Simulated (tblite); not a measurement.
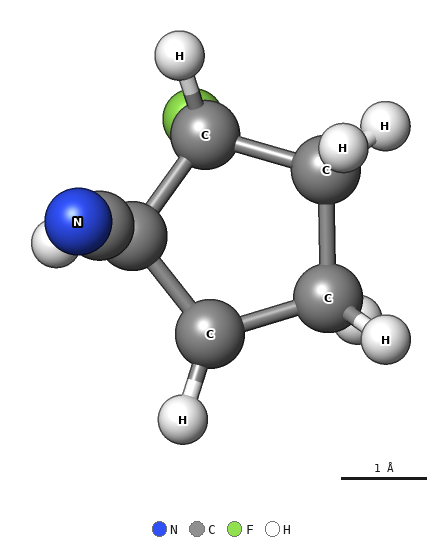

The structure (ball-and-stick view, seen at a tilt).

## Frequency calculation of C6H7FN

The run: frequency calculation of C6H7FN, multiplicity 2. Method and program: GFN2-xTB harmonic vibrations, gas phase (tblite 0.8.0).

It belongs to a series of runs on one base structure; here: H removed from sp3 C.

**The input**
```
{"job": {"kind": "ir", "xc": "GFN2-xTB", "basis": "xTB"}, "charge": 0, "multiplicity": 2}
N      2.914594     0.698308    -0.780098
C      2.075314     0.149272    -0.230061
C      0.963168    -0.551038     0.383077
C      0.116075    -1.093427    -0.711720
C     -1.132436    -0.319851    -0.873458
C     -0.965956     0.889499     0.057923
C      0.038776     0.438741     1.116727
F     -0.608080    -0.228779     2.135389
H      1.360047    -1.312192     1.066841
H      0.413059    -1.912105    -1.336133
H     -1.314568    -0.023078    -1.910841
H     -1.996714    -0.925403    -0.566395
H     -1.900970     1.198405     0.521657
H     -0.544268     1.734386    -0.486936
H      0.577546     1.265251     1.592117
```

The first line tells a small driver script what to run in tblite; the rest is the geometry in Å.

Run as:
```bash
OMP_NUM_THREADS=1 python <driver script> task.json out
```

**Log**
```
mode    cm-1     km/mol
  1      67.5      5.14
  2     117.6      1.84
  3     142.3      9.75
  4     203.6      2.78
  5     353.8     13.81
  6     363.0     19.01
  7     367.4      8.73
  8     486.9      6.58
  9     510.7      4.40
 10     669.1      1.65
 11     723.2      1.76
 12     811.3      0.45
 13     910.9     15.27
 14     938.0     10.22
 15     967.9     10.82
 16     976.2     17.62
 17    1007.7      1.15
 18    1032.4     29.37
 19    1070.5      4.33
 20    1090.8      5.01
 21    1126.4     13.64
 22    1159.0      5.32
 23    1179.8     12.58
 24    1212.9     22.06
 25    1229.6      3.70
 26    1264.5     14.68
 27    1290.1      6.10
 28    1303.2     17.96
 29    1318.5     18.17
 30    1443.7      4.94
 31    1463.0      7.81
 32    2387.7    269.84
 33    2862.7     15.58
 34    2894.1      9.07
 35    2936.9     16.04
 36    2939.6     42.56
 37    3005.4     22.42
 38    3027.1     16.91
 39    3166.2     20.70
```

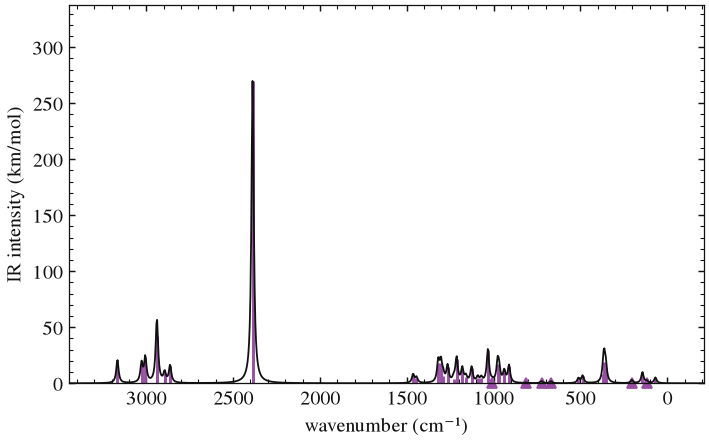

Harmonic infrared spectrum, unscaled: sticks (degenerate modes added up, dark ones marked on the axis) with a Lorentzian envelope of 16 cm⁻¹ full width, scaled to the tallest stick. 39 modes from 68 to 3166 cm⁻¹, none imaginary. The strongest line is at 2388 cm⁻¹ (270 km/mol).

**Key numbers**

| quantity | value |
| --- | --- |
| outcome | converged |
| total energy | −652.1971 eV |
| zero-point energy | 71.5090 kcal/mol |
| hardware | 1 CPU thread, shared host |
| peak memory | 0.18 GiB |
